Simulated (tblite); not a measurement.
# C7H13BO2: the cost of one run

Computed with tblite 0.8.0 and PySCF 2.14.0, with density-fitted response routines of our own, on a single molecule in the gas phase. Atoms count from 0, in the outputs and in this text.

## (1) Starting geometry

23 atoms, charge 0, multiplicity 1; geometry from: force field or distance geometry start.

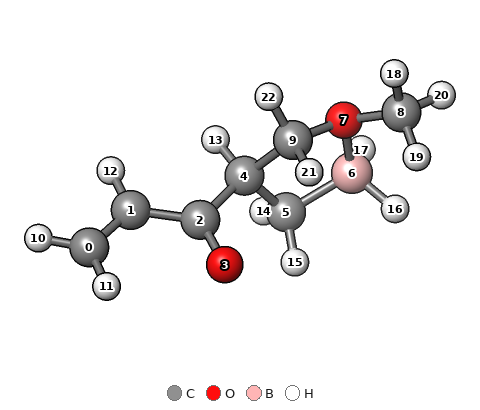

As it starts; carbon grey, oxygen red, boron pink, hydrogen white, atoms numbered.

## (2) Geometry optimisation with GFN2-xTB

Job settings and geometry (Å):

```
{"job": {"kind": "relax", "xc": "GFN2-xTB", "basis": "xTB"}, "charge": 0, "multiplicity": 1}
C      4.122200     0.183200     0.066700
C      2.880900     0.051500     0.554900
C      1.700400    -0.070300    -0.292400
O      1.807500    -0.025600    -1.560900
C      0.322100    -0.224000     0.332700
C     -0.388400    -1.492000    -0.117700
B     -1.911800    -1.034300    -0.197700
O     -1.945500     0.426000     0.155100
C     -2.867400     1.116000    -0.677000
C     -0.636900     0.900600    -0.059100
H      4.957400     0.264000     0.735200
H      4.288600     0.219200    -0.997900
H      2.760100     0.018200     1.650600
H      0.410400    -0.235500     1.433800
H     -0.243100    -2.298800     0.627500
H     -0.053000    -1.832600    -1.107000
H     -2.337200    -1.273100    -1.284200
H     -2.555600    -1.651100     0.606000
H     -2.868500     2.204700    -0.415000
H     -2.643200     1.017900    -1.760700
H     -3.911200     0.763400    -0.486100
H     -0.451200     1.203400    -1.124900
H     -0.441300     1.796200     0.594700
```

On the command line:

```sh
OMP_NUM_THREADS=1 python probes_run.py task.json out
```

One launch serves the whole session: the jobs run in the order shown.

Q: Estimate the wall time and peak memory of this first job on 1 thread of Arm Neoverse V1, shared host.

About 1.5 s, with a peak of 0.18 GiB.
